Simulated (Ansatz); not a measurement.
Breaking the Si1–Br3 bond in BrHSi (SMILES [SiH]Br) (multiplicity 1 held, fragments rigid). Energies count from the point at 2.267 Å.
Geometry at that point (charge 0, multiplicity 1):
```xyz
3

Si    -0.89670    -0.76105     1.06218
H     -1.89252    -1.22929     0.00777
Br     0.41275     0.33954    -0.42510
```

Restricted levels (R-, RO-) in cc, def2 and unpolarised 6-31G sets keep to the state of the molecule at rest. U- levels take the lowest unrestricted solution at each point, which mixes spins at long bonds. Active spaces are followed from a long bond inwards. Levels need not reach the same state.

Cores are frozen in the correlated methods. Filled d and f shells under p-block atoms count as core.

Run with Ansatz (an electronic-structure program) with Gaussian orbitals. 

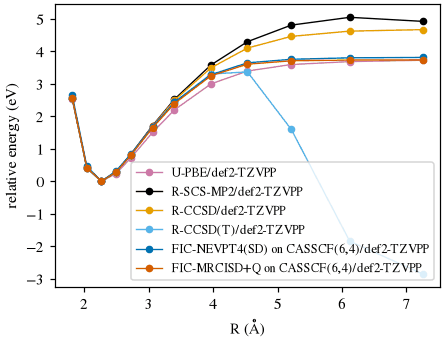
Figure: Relative energy along the coordinate

Doubts at one or more of the structures used: a spin-contaminated determinant (U-PBE/def2-TZVPP); a restricted determinant that unrestricted orbitals would lower (R-SCS-MP2/def2-TZVPP, R-CCSD/def2-TZVPP, R-CCSD(T)/def2-TZVPP); T1 above 0.05 (R-CCSD/def2-TZVPP, R-CCSD(T)/def2-TZVPP); other coupled-cluster roots lie near (R-CCSD/def2-TZVPP, R-CCSD(T)/def2-TZVPP); active orbitals that take no part (FIC-NEVPT4(SD) on CASSCF(6,4)/def2-TZVPP, FIC-MRCISD+Q on CASSCF(6,4)/def2-TZVPP).
